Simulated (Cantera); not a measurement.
A closed system holds: 1 mol Si3N4, 0.074 mol CO2, 2.3 mol N2, 0.14 mol N2O, at 9700 Pa.

Cantera equilibrium calculation (NASA polynomials, part measured and part estimated; ideal gas, pure solids and liquids). Candidate condensed phases: C, Si, SiC, SiO2, Si2N2O, Si3N4; 34 gas species. Mutual solubility and eutectic melting of coexisting phases are not modelled. Equilibrium is a limit: real reactors are often held back by kinetics, nucleation or transport.

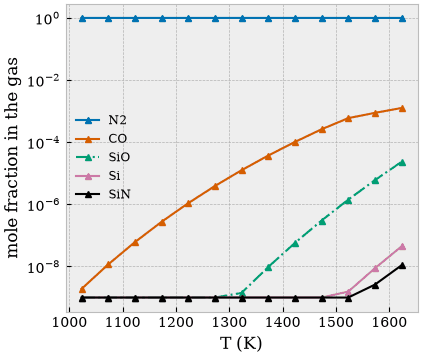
Figure: Equilibrium gas composition (values under 1e-9 drawn at 1e-9)

From 1023 K to 1473 K the condensed part is C(graphite) + Si2N2O(s) + Si3N4(s). From 1523 K to 1623 K the condensed part is SiC(s) + Si2N2O(s) + Si3N4(s).
